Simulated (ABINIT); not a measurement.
**InP (F-43m): G0W0 in ABINIT against the bands in the screening**

How does the gap of InP (F-43m) converge in the bands in the screening?

Program: ABINIT 10.8.3. Level of theory: PBE and many-body steps on it, plane waves. Results are calculated unless marked as measured.

The database entry behind the starting cell differs from later determinations by our own check (0.1 to 0.3 % short, probably kX units), so it need not match the best structure at ambient conditions.

**1. The structure**

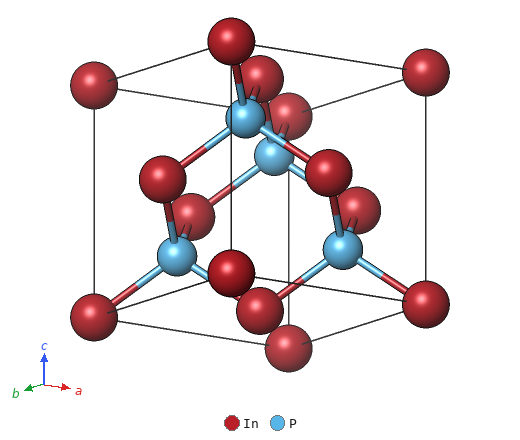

The cell as given, from a free direction (indium red, phosphorus blue). This picture shows the conventional cell, with its axes. Bonds to atoms that aren't drawn are left out. Some periodic images of atoms are drawn too.

The cell and positions come from the Crystallography Open Database and are kept as given unless a step says otherwise.

**2. Screening, 4×4×4 mesh, 17 bands, screening to 106.1 eV**

This step: ABINIT 10.8.3; RPA screening on PBE, plane waves, norm-conserving pseudopotentials.

The RPA dielectric matrix is built and inverted for each q.

The input, run.abi:

```
acell 3*1.0 Angstrom
rprim 
  -0.000000000000 2.930500000000 2.930500000000
  2.930500000000 -0.000000000000 2.930500000000
  2.930500000000 2.930500000000 -0.000000000000
ntypat 2
znucl 49 15
natom 2
typat 1 2
xred 
  0.000000000000 0.000000000000 0.000000000000
  0.250000000000 0.250000000000 0.250000000000
pp_dirpath "pseudos"
pseudos "In.upf, P.upf"
ecut 31
ngkpt 4 4 4
nshiftk 1
shiftk 0 0 0
kptopt 1
chksymbreak 0
istwfk *1
occopt 1
irdwfk 1
optdriver 3
nband 17
ecuteps 3.9
inclvkb 2
awtr 1
symchi 1
indata_prefix "in"
outdata_prefix "out"
tmpdata_prefix "tmp"
```

Command:

```console
$ OMP_NUM_THREADS=1 mpirun -n 4 abinit run.abi > log
```

The program printed:

```text
.Version 10.8.3 of ABINIT. v10.8.2 released Aug 2026.

 Symmetries : space group F-4 3 m (#216); Bravais cF (face-center cubic)
[... echo of the input left out ...]
== DATASET  1 ==================================================================
-   mpi_nproc: 4, omp_nthreads: 1 (-1 if OMP is not activated)

--- !DatasetInfo
iteration_state: {dtset: 1, }
dimensions: {natom: 2, nkpt: 8, mband: 17, nsppol: 1, nspinor: 1, nspden: 1, mpw: 2826, }
cutoff_energies: {ecut:  31.0, pawecutdg:  -1.0, }
electrons: {nelect:   1.80000000E+01, charge:   0.00000000E+00, occopt:   1.00000000E+00, tsmear:   1.00000000E-02, }

 SCREENING: Calculation of the susceptibility and dielectric matrices

 Based on a program developped by R.W. Godby, V. Olevano, G. Onida, and L. Reining.
 Incorporated in ABINIT by V. Olevano, G.-M. Rignanese, and M. Torrent.
.Using double precision arithmetic ; gwpc =  8

[... cell and pseudopotentials left out ...]
--------------------------------------------------------------------------------

 ==== K-mesh for the wavefunctions ====
 Number of points in the irreducible wedge :     8
[... list of points left out ...]
 Together with 24 symmetry operations and time-reversal symmetry
 yields    64 points in the full Brillouin Zone.

 ==== Q-mesh for the screening function ====
 Number of points in the irreducible wedge :     8
[... list of points left out ...]
 Together with 24 symmetry operations and time-reversal symmetry
 yields    64 points in the full Brillouin Zone.

 setmesh: FFT mesh size selected  =    27x   27x   27
          total number of points  =        19683

 vcoul_init : cutoff-mode = AUXILIARY_FUNCTION
 q-points for optical limit:   1
     1)      0.000010    0.000020    0.000030

- screening: taking advantage of time-reversal symmetry
- Maximum band index for partially occupied states nbvw = 9
- Remaining bands to be divided among processors   nbcw = 8
- Number of bands treated by each node ~2

 Number of electrons calculated from density =   18.0000; Expected =   18.0000
 average of density, n =  0.052993
 r_s =    1.6516
 omega_plasma =   22.2058 [eV]

 calculating chi0 at frequencies [eV] :
  1    0.000000E+00    0.000000E+00
  2    0.000000E+00    2.220578E+01

--------------------------------------------------------------------------------
  q-point number  1        q = ( 0.000000, 0.000000, 0.000000) [r.l.u.]
--------------------------------------------------------------------------------
[... chi0 elements left out ...]
 For q-point:  0.000010 0.000020 0.000030
  dielectric constant =  42.1680
  dielectric constant without local fields =  45.0485

  Average fulfillment of the sum rule on Im[epsilon] for q-point    1 :     13.74  [%]
[... wings left out ...]
  q-point number  2        q = ( 0.250000, 0.000000, 0.000000) [r.l.u.]
--------------------------------------------------------------------------------
[... chi0 elements left out ...]
  Average fulfillment of the sum rule on Im[epsilon] for q-point    2 :     39.87  [%]

 [... 6 further q-points ...]
```

Elapsed: 3.7 s, on 4 MPI ranks of Arm Neoverse V1, shared host; peak memory 0.41 GiB; 15 s of CPU time.

Numbers from this step:

```
ε∞ with local fields, on this mesh, along the program's q direction : 42.17
the same without local fields                                       : 45.05
plasma frequency                                                    : 22.21 eV
plane waves in the screening matrix                                 : 137
```

Local fields lower ε∞ by 6 %. On a Γ-centred mesh this coarse the value itself is usually too large, while a short band sum pulls it down.

**3. 17 bands**

The self-energy is evaluated for the states that the input lists, and the levels follow from it, in one-shot runs by the linearised quasiparticle equation.

This step: G0W0 on PBE, plane waves, norm-conserving pseudopotentials.

Edit run.abi of step 2 so:

```diff
@@ -23,8 +23,15 @@
 irdwfk 1
-optdriver 3
-nband 17
+optdriver 4
+nband 29
+gwcalctyp 0
+ecutsigx 31
+symsigma 1
+nkptgw 1
+kptgw 
+  0.0000000000 0.0000000000 0.0000000000
+bdgw 
+  7 13
 ecuteps 3.9
-inclvkb 2
-awtr 1
-symchi 1
+irdscr 1
+ppmodel 1
 indata_prefix "in"
```

The program printed:

```text
.Version 10.8.3 of ABINIT. v10.8.2 released Aug 2026.

 Symmetries : space group F-4 3 m (#216); Bravais cF (face-center cubic)
[... echo of the input left out ...]
== DATASET  1 ==================================================================
-   mpi_nproc: 4, omp_nthreads: 1 (-1 if OMP is not activated)

--- !DatasetInfo
iteration_state: {dtset: 1, }
dimensions: {natom: 2, nkpt: 8, mband: 29, nsppol: 1, nspinor: 1, nspden: 1, mpw: 2826, }
cutoff_energies: {ecut:  31.0, pawecutdg:  -1.0, }
electrons: {nelect:   1.80000000E+01, charge:   0.00000000E+00, occopt:   1.00000000E+00, tsmear:   1.00000000E-02, }

 SIGMA: Calculation of the GW corrections

 Based on a program developped by R.W. Godby, V. Olevano, G. Onida, and L. Reining.
 Incorporated in ABINIT by V. Olevano, G.-M. Rignanese, and M. Torrent.
.Using double precision arithmetic ; gwpc =  8

[... cell and pseudopotentials left out ...]
--------------------------------------------------------------------------------

 ==== K-mesh for the wavefunctions ====
 Number of points in the irreducible wedge :     8
[... list of points left out ...]
 Together with 24 symmetry operations and time-reversal symmetry
 yields    64 points in the full Brillouin Zone.

 ==== Q-mesh for screening function ====
 Number of points in the irreducible wedge :     8
[... list of points left out ...]
 Together with 24 symmetry operations and time-reversal symmetry
 yields    64 points in the full Brillouin Zone.

 vcoul_init : cutoff-mode = AUXILIARY_FUNCTION
 q-points for optical limit:   1
     1)      0.000010    0.000020    0.000030
 setmesh: FFT mesh size selected  =    40x   40x   40
          total number of points  =        64000

 Number of electrons calculated from density =   18.0000; Expected =   18.0000
 average of density, n =  0.052993
 r_s =    1.6516
 omega_plasma =   22.2058 [eV]

 === KS Band Gaps ===
  >>>> For spin  1
   Minimum direct gap =   0.7094 [eV], located at k-point      :   0.0000  0.0000  0.0000
   Fundamental gap    =   0.7094 [eV], Top of valence bands at :   0.0000  0.0000  0.0000
                                       Bottom of conduction at :   0.0000  0.0000  0.0000
 SIGMA fundamental parameters:
 PLASMON POLE MODEL  1
 number of plane-waves for SigmaX                 2741
 number of plane-waves for SigmaC and W            137
 number of plane-waves for wavefunctions          2741
 number of bands                                    29
 number of independent spin polarizations            1
 number of spinorial components                      1
 number of k-points in IBZ                           8
 number of q-points in IBZ                           8
 number of symmetry operations                      24
 number of k-points in BZ                           64
 number of q-points in BZ                           64
 number of frequencies for dSigma/dE                 9
 frequency step for dSigma/dE [eV]                0.25
 number of omega for Sigma on real axis              0
 max omega for Sigma on real axis  [eV]           0.00
 zcut for avoiding poles [eV]                     0.10

 EPSILON^-1 parameters (SCR file):
 dimension of the eps^-1 matrix on file            137
 dimension of the eps^-1 matrix used               137
 number of plane-waves for wavefunctions          2741
 number of bands                                    17
 number of q-points in IBZ                           8
 number of frequencies                               2
 number of real frequencies                          1
 number of imag frequencies                          1

 matrix elements of self-energy operator (all in [eV])

 Perturbative Calculation

--- !SelfEnergy_ee
iteration_state: {dtset: 1, }
kpoint     : [   0.000,    0.000,    0.000, ]
spin       : 1
KS_gap     :    0.709
QP_gap     :    1.130
Delta_QP_KS:    0.420
data: !SigmaeeData |
     Band     E0 <VxcDFT>   SigX SigC(E0)      Z dSigC/dE  Sig(E)    E-E0       E
        7   4.474 -12.528 -14.199   2.067   0.771  -0.298 -12.223   0.306   4.779
        8   4.474 -12.528 -14.199   2.067   0.771  -0.298 -12.223   0.306   4.779
        9   4.474 -12.528 -14.199   2.067   0.771  -0.298 -12.223   0.306   4.779
       10   5.183 -11.291  -7.493  -2.875   0.787  -0.270 -10.565   0.726   5.909
       11   8.562 -10.216  -6.368  -3.147   0.793  -0.262  -9.661   0.555   9.117
       12   8.562 -10.216  -6.368  -3.147   0.793  -0.262  -9.661   0.555   9.117
       13   8.562 -10.216  -6.368  -3.147   0.793  -0.262  -9.661   0.555   9.117

== END DATASET(S) ==============================================================
================================================================================

 -outvars: echo values of variables after computation  --------
           etotal      0.0000000000E+00
            nband          29
             nkpt           8
          spgroup         216
 [... the other variables as echoed above ...]

 Calculation completed.
```

It took 3.1 s on 4 MPI ranks; peak memory 0.38 GiB; 12 s of CPU time.

Numbers from this step:

```yaml
g0w0_gap_on_the_points_computed: 1.13 eV
starting_gap_on_the_mesh: 0.7094 eV
k_of_the_valence_top: 0, 0, 0
k_of_the_conduction_bottom: 0, 0, 0
z_at_the_valence_top: 0.771
z_at_the_conduction_bottom: 0.787
least_direct_g0w0_gap_on_the_computed_points: 1.13 eV
```

The gap on the mesh goes from 0.71 eV to 1.13 eV, a correction of +0.42 eV.

**4. Screening, 4×4×4 mesh, 29 bands, screening to 106.1 eV**

This step: RPA screening on PBE, plane waves, norm-conserving pseudopotentials.

Edit run.abi of step 3 so:

```diff
@@ -23,15 +23,8 @@
 irdwfk 1
-optdriver 4
+optdriver 3
 nband 29
-gwcalctyp 0
-ecutsigx 31
-symsigma 1
-nkptgw 1
-kptgw 
-  0.0000000000 0.0000000000 0.0000000000
-bdgw 
-  7 13
 ecuteps 3.9
-irdscr 1
-ppmodel 1
+inclvkb 2
+awtr 1
+symchi 1
 indata_prefix "in"
```

The program printed:

```text
.Version 10.8.3 of ABINIT. v10.8.2 released Aug 2026.

 Symmetries : space group F-4 3 m (#216); Bravais cF (face-center cubic)
[... echo of the input left out ...]
== DATASET  1 ==================================================================
-   mpi_nproc: 4, omp_nthreads: 1 (-1 if OMP is not activated)

--- !DatasetInfo
iteration_state: {dtset: 1, }
dimensions: {natom: 2, nkpt: 8, mband: 29, nsppol: 1, nspinor: 1, nspden: 1, mpw: 2826, }
cutoff_energies: {ecut:  31.0, pawecutdg:  -1.0, }
electrons: {nelect:   1.80000000E+01, charge:   0.00000000E+00, occopt:   1.00000000E+00, tsmear:   1.00000000E-02, }

 SCREENING: Calculation of the susceptibility and dielectric matrices

 Based on a program developped by R.W. Godby, V. Olevano, G. Onida, and L. Reining.
 Incorporated in ABINIT by V. Olevano, G.-M. Rignanese, and M. Torrent.
.Using double precision arithmetic ; gwpc =  8

[... cell and pseudopotentials left out ...]
--------------------------------------------------------------------------------

 ==== K-mesh for the wavefunctions ====
 Number of points in the irreducible wedge :     8
[... list of points left out ...]
 Together with 24 symmetry operations and time-reversal symmetry
 yields    64 points in the full Brillouin Zone.

 ==== Q-mesh for the screening function ====
 Number of points in the irreducible wedge :     8
[... list of points left out ...]
 Together with 24 symmetry operations and time-reversal symmetry
 yields    64 points in the full Brillouin Zone.

 setmesh: FFT mesh size selected  =    27x   27x   27
          total number of points  =        19683

 vcoul_init : cutoff-mode = AUXILIARY_FUNCTION
 q-points for optical limit:   1
     1)      0.000010    0.000020    0.000030

- screening: taking advantage of time-reversal symmetry
- Maximum band index for partially occupied states nbvw = 9
- Remaining bands to be divided among processors   nbcw = 20
- Number of bands treated by each node ~5

 Number of electrons calculated from density =   18.0000; Expected =   18.0000
 average of density, n =  0.052993
 r_s =    1.6516
 omega_plasma =   22.2058 [eV]

 calculating chi0 at frequencies [eV] :
  1    0.000000E+00    0.000000E+00
  2    0.000000E+00    2.220578E+01

--------------------------------------------------------------------------------
  q-point number  1        q = ( 0.000000, 0.000000, 0.000000) [r.l.u.]
--------------------------------------------------------------------------------
[... chi0 elements left out ...]
 For q-point:  0.000010 0.000020 0.000030
  dielectric constant =  42.4503
  dielectric constant without local fields =  45.1174

  Average fulfillment of the sum rule on Im[epsilon] for q-point    1 :     32.38  [%]
[... wings left out ...]
  q-point number  2        q = ( 0.250000, 0.000000, 0.000000) [r.l.u.]
--------------------------------------------------------------------------------
[... chi0 elements left out ...]
  Average fulfillment of the sum rule on Im[epsilon] for q-point    2 :     53.42  [%]

 [... 6 further q-points ...]
```

Run time: 5.5 s. Hardware: 4 MPI ranks; peak memory 0.45 GiB; 22 s of CPU time.

This step gave:

- ε∞ with local fields, on this mesh, along the program's q direction: 42.45
- the same without local fields: 45.12
- plasma frequency: 22.21 eV
- plane waves in the screening matrix: 137

**5. 29 bands**

This step: G0W0 on PBE, plane waves, norm-conserving pseudopotentials.

Edit run.abi of step 4 so:

```diff
@@ -23,8 +23,15 @@
 irdwfk 1
-optdriver 3
+optdriver 4
 nband 29
+gwcalctyp 0
+ecutsigx 31
+symsigma 1
+nkptgw 1
+kptgw 
+  0.0000000000 0.0000000000 0.0000000000
+bdgw 
+  7 13
 ecuteps 3.9
-inclvkb 2
-awtr 1
-symchi 1
+irdscr 1
+ppmodel 1
 indata_prefix "in"
```

The program printed:

```text
.Version 10.8.3 of ABINIT. v10.8.2 released Aug 2026.

 Symmetries : space group F-4 3 m (#216); Bravais cF (face-center cubic)
[... echo of the input left out ...]
== DATASET  1 ==================================================================
-   mpi_nproc: 4, omp_nthreads: 1 (-1 if OMP is not activated)

--- !DatasetInfo
iteration_state: {dtset: 1, }
dimensions: {natom: 2, nkpt: 8, mband: 29, nsppol: 1, nspinor: 1, nspden: 1, mpw: 2826, }
cutoff_energies: {ecut:  31.0, pawecutdg:  -1.0, }
electrons: {nelect:   1.80000000E+01, charge:   0.00000000E+00, occopt:   1.00000000E+00, tsmear:   1.00000000E-02, }

 SIGMA: Calculation of the GW corrections

 Based on a program developped by R.W. Godby, V. Olevano, G. Onida, and L. Reining.
 Incorporated in ABINIT by V. Olevano, G.-M. Rignanese, and M. Torrent.
.Using double precision arithmetic ; gwpc =  8

[... cell and pseudopotentials left out ...]
--------------------------------------------------------------------------------

 ==== K-mesh for the wavefunctions ====
 Number of points in the irreducible wedge :     8
[... list of points left out ...]
 Together with 24 symmetry operations and time-reversal symmetry
 yields    64 points in the full Brillouin Zone.

 ==== Q-mesh for screening function ====
 Number of points in the irreducible wedge :     8
[... list of points left out ...]
 Together with 24 symmetry operations and time-reversal symmetry
 yields    64 points in the full Brillouin Zone.

 vcoul_init : cutoff-mode = AUXILIARY_FUNCTION
 q-points for optical limit:   1
     1)      0.000010    0.000020    0.000030
 setmesh: FFT mesh size selected  =    40x   40x   40
          total number of points  =        64000

 Number of electrons calculated from density =   18.0000; Expected =   18.0000
[...]
number of q-points in BZ                           64
 number of frequencies for dSigma/dE                 9
 frequency step for dSigma/dE [eV]                0.25
 number of omega for Sigma on real axis              0
 max omega for Sigma on real axis  [eV]           0.00
 zcut for avoiding poles [eV]                     0.10

 EPSILON^-1 parameters (SCR file):
 dimension of the eps^-1 matrix on file            137
 dimension of the eps^-1 matrix used               137
 number of plane-waves for wavefunctions          2741
 number of bands                                    29
 number of q-points in IBZ                           8
 number of frequencies                               2
 number of real frequencies                          1
 number of imag frequencies                          1

 matrix elements of self-energy operator (all in [eV])

 Perturbative Calculation

--- !SelfEnergy_ee
iteration_state: {dtset: 1, }
kpoint     : [   0.000,    0.000,    0.000, ]
spin       : 1
KS_gap     :    0.709
QP_gap     :    1.048
Delta_QP_KS:    0.339
data: !SigmaeeData |
     Band     E0 <VxcDFT>   SigX SigC(E0)      Z dSigC/dE  Sig(E)    E-E0       E
        7   4.474 -12.528 -14.199   1.994   0.773  -0.294 -12.279   0.250   4.723
        8   4.474 -12.528 -14.199   1.994   0.773  -0.294 -12.279   0.250   4.723
        9   4.474 -12.528 -14.199   1.994   0.773  -0.294 -12.279   0.250   4.723
       10   5.183 -11.291  -7.493  -3.051   0.788  -0.269 -10.702   0.588   5.772
       11   8.562 -10.216  -6.368  -3.271   0.795  -0.258  -9.757   0.459   9.021
       12   8.562 -10.216  -6.368  -3.271   0.795  -0.258  -9.757   0.459   9.021
       13   8.562 -10.216  -6.368  -3.271   0.795  -0.258  -9.757   0.459   9.021

== END DATASET(S) ==============================================================
================================================================================

 -outvars: echo values of variables after computation  --------
           etotal      0.0000000000E+00
            nband          29
             nkpt           8
          spgroup         216
 [... the other variables as echoed above ...]

 Calculation completed.
```

Elapsed: 3.1 s, on 4 MPI ranks; peak memory 0.34 GiB.

Numbers from this step:

```
G0W0 gap on the points computed              : 1.049 eV
starting gap on the mesh                     : 0.7094 eV
k of the valence top                         : 0, 0, 0
k of the conduction bottom                   : 0, 0, 0
Z at the valence top                         : 0.773
Z at the conduction bottom                   : 0.788
least direct G0W0 gap on the computed points : 1.049 eV
```

Against the run before, the gap moves by −0.081 eV.

(Continued in part 2 of 2.)

[Paths, hosts, dates, memory and timing lines, banners, echoed tables and standing remarks are left out of the program output.]

[Logs are printed without paths, hosts, clocks, repeated set-up lines and the standing remarks that a program may print on its own settings, such as how far it seeks lower states.]

[Runs of the session that timed out or met a known fault of the program may be left out.]

[Hosts, paths, dates, database ids (printed as entryN), source tags and the programs' standing remarks are cut or masked in the printed files.]

[G0W0 gaps are taken among the corrected bands and points alone; a level outside them can change the order at an edge.]

[Where Ansatz stands beside ABINIT at settings called matched, ABINIT's density can come from a denser mesh and the files from another edition; pairs whose starting gaps differed by over 0.03 eV were left out, so agreement reads better than it is.]
